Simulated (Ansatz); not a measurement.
C3H7AlFGa

```tsv
atom	x (Å)	y (Å)	z (Å)
C	-0.7635	-1.6750	1.2531
Ga	0.7109	-1.2478	0.0236
F	2.1840	-2.2305	0.2605
C	0.8766	0.0716	-1.4307
C	-0.1344	0.9137	-1.7887
Al	0.0973	2.2103	-3.2506
H	-0.9757	-2.7619	1.2073
H	-1.6878	-1.1127	1.0186
H	-0.4496	-1.4347	2.2893
H	1.8408	0.1245	-1.9764
H	-1.0879	0.8383	-1.2243
H	1.5217	2.2231	-3.9838
H	-1.0828	3.2042	-3.6850
```

Method: Ansatz, RKS PBE/def2-SVP.

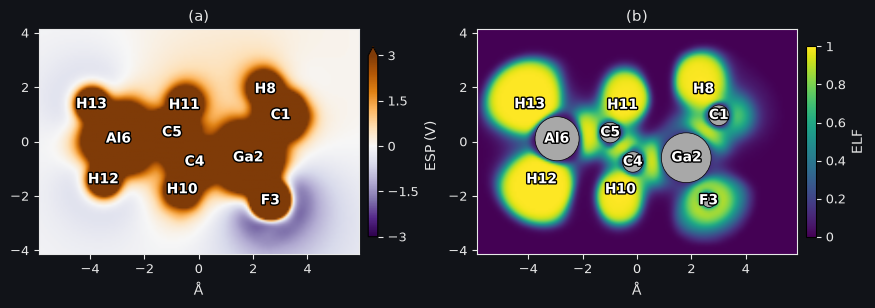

Figure 1. (a) electrostatic potential; (b) ELF on the plane of atoms C4, C5 and H11. Grey discs cover the atomic cores in the ELF map.

> Describe what can be read from this map.

The plane passes through C, Ga, F, Al and H nuclei. C–C (1.36 Å): the ELF peaks at about 0.95 between the atoms (localised, covalent bonding). Ga–F (1.79 Å): the ELF peaks at about 0.80 in the valence shell of F, 0.5 Å from its nucleus, and is about 0.15 at the midpoint. C–Ga (1.97 Å): the ELF peaks at about 0.90 in the valence shell of C, 0.7 Å from its nucleus, and is about 0.60 at the midpoint. C–Al (1.97 Å): the ELF peaks at about 0.95 between the atoms (a polar covalent bond). C–H (1.11 Å): the ELF climbs to about 1 towards the hydrogen, as it does in any bond to H (a covalent bond by its length). The ELF also peaks beside F3, away from the bonds: lone-pair regions. Outside the dense part of the molecule the potential is most negative (−1.9 V) near F3.

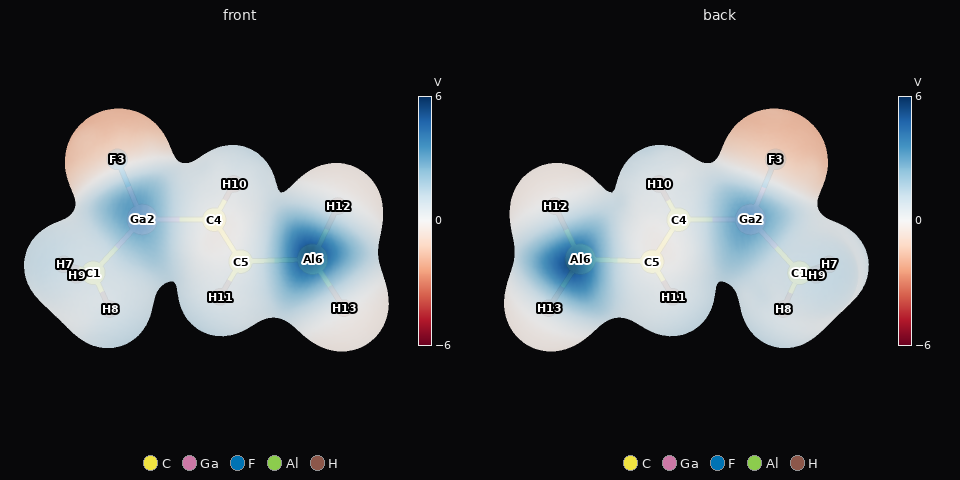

Figure 2. The molecular electrostatic potential painted on the density surface at 0.004 e/bohr³, seen from the front and from behind; red is negative and blue positive.

> Which sites attract a positive test charge, and which a negative one?

A positive charge is drawn to the negative regions and a negative charge to the positive ones. The most negative region (about −1.7 V) lies over F3, the most positive (about +5.1 V) over Al6.

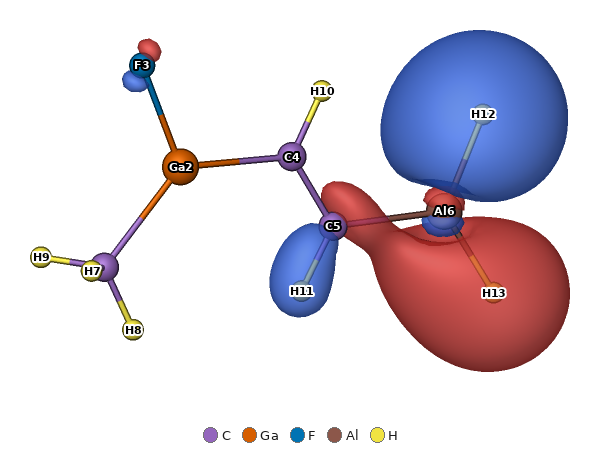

Figure 3. The HOMO−1 at ±0.08 Å⁻³ᐟ² (blue and red are the two phases), seen at a tilt.

> Where does this orbital lie, and at what energy?

Its weight (Hirshfeld) is mainly on H12 (about 35 %), Al6 (about 35 %) and H13 (about 25 %). Its energy is −7.21 eV.
